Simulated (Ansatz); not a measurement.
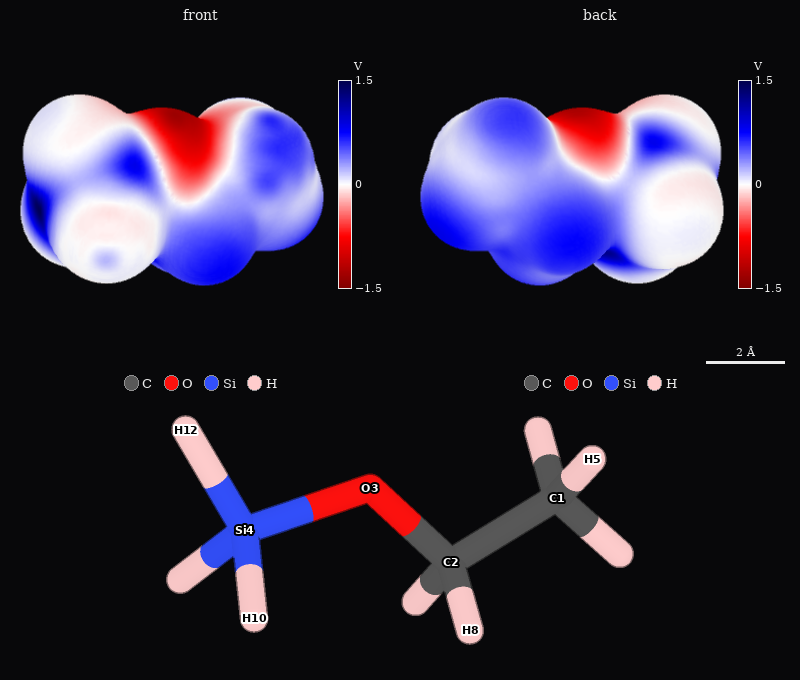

Figure. C$_{2}$H$_{8}$OSi. The electrostatic potential painted on the density surface at 0.002 e/bohr³, seen from the front and from behind; red is negative and blue positive. The bare structure is drawn below in the same view.

Geometry: PBE0-D4/def2-TZVP.

The calculation used RKS PBE0-D4/def2-TZVPP (Ansatz 0.2.0).

Input file:

```
crystal:
  periodic: [false, false, false]
  atoms:
    - {symbol: C, position_ang: [0.131538, 1.765746, 0.749030]}
    - {symbol: C, position_ang: [-0.407678, 0.554967, 0.030435]}
    - {symbol: O, position_ang: [0.555925, -0.481401, 0.070074]}
    - {symbol: Si, position_ang: [0.297075, -1.948449, -0.619923]}
    - {symbol: H, position_ang: [1.050345, 2.114632, 0.273831]}
    - {symbol: H, position_ang: [-0.600016, 2.577067, 0.728544]}
    - {symbol: H, position_ang: [0.353741, 1.524811, 1.790336]}
    - {symbol: H, position_ang: [-0.642809, 0.805411, -1.013002]}
    - {symbol: H, position_ang: [-1.339384, 0.215703, 0.503286]}
    - {symbol: H, position_ang: [0.056202, -1.813453, -2.084654]}
    - {symbol: H, position_ang: [-0.893034, -2.616628, -0.020872]}
    - {symbol: H, position_ang: [1.515095, -2.753706, -0.373083]}
basis:
  gaussian: {orbitals: def2-TZVPP}
hamiltonian: {xc: pbe0, dispersion: d4}
output: {orbitals: {seedname: orbitals}}
```

Launched as:

```sh
ansatz run in.yaml --threads 4 --pin off --events-out ev --progress --plain --max-ram 10444MiB
```

> Describe the electrostatic potential map.

The most negative region (about −1.3 V) lies over O3, the most positive (about +1.3 V) over Si4. O3 is the likeliest acceptor of a hydrogen bond.
